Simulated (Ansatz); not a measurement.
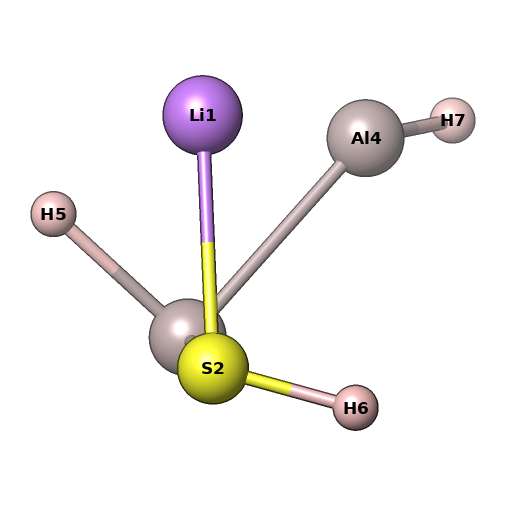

Al3 lies behind S2. The molecule seen nearly along the S2–Al3 bond, S2 in front. Depth is shown by fading: the farther an atom, the more it takes the colour of the background. The computed structure is the end point of a PBE0-D4/def2-TZVP optimisation. No frequency run is at hand to confirm it as a minimum.

Q: What is the torsion angle Li1–S2–Al3–Al4? The sign is positive where the front bond must turn clockwise to cover the back bond.

A: 45°, synclinal (gauche).
